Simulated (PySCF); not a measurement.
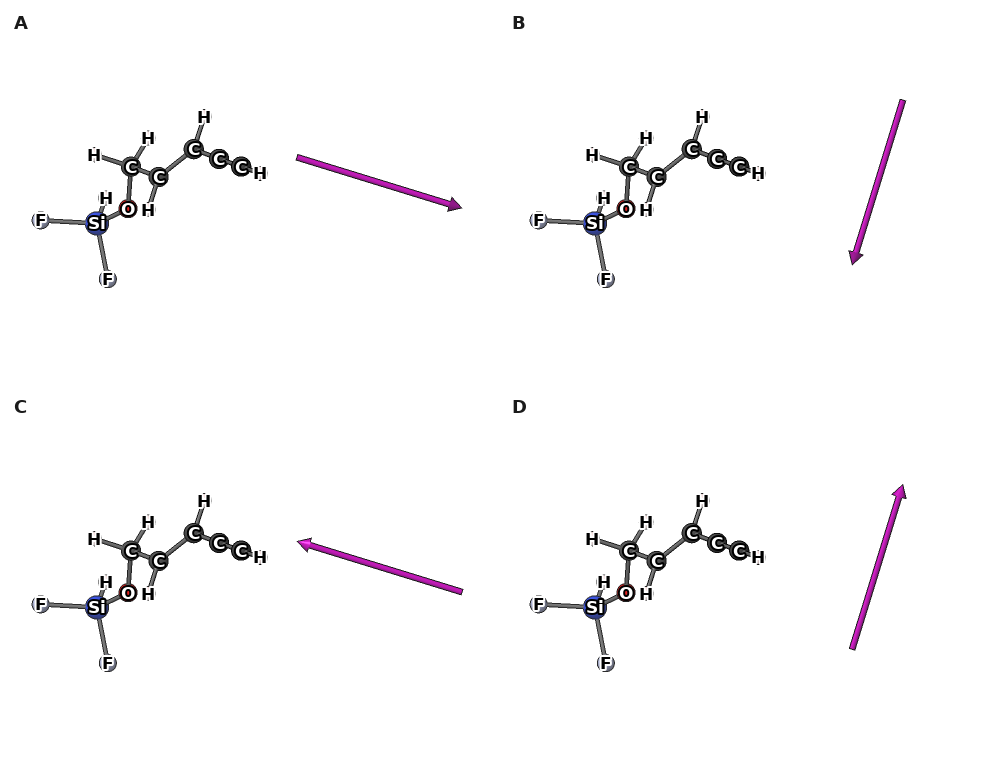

The same molecule four times, each with an arrow. Computed geometry: GFN2-xTB optimisation. No frequency run is at hand to confirm it as a minimum. Method: CAM-B3LYP/def2-SVPD, gas phase (PySCF 2.14.0).

> Which arrow points along the dipole moment, from the negative to the positive end?

D. The dipole moment is 2.79 D.

The geometry is semi-empirical. Around Si such bond lengths and angles can be off by a tenth of an ångström or more and by several degrees, and values that hang on the shape move with them.
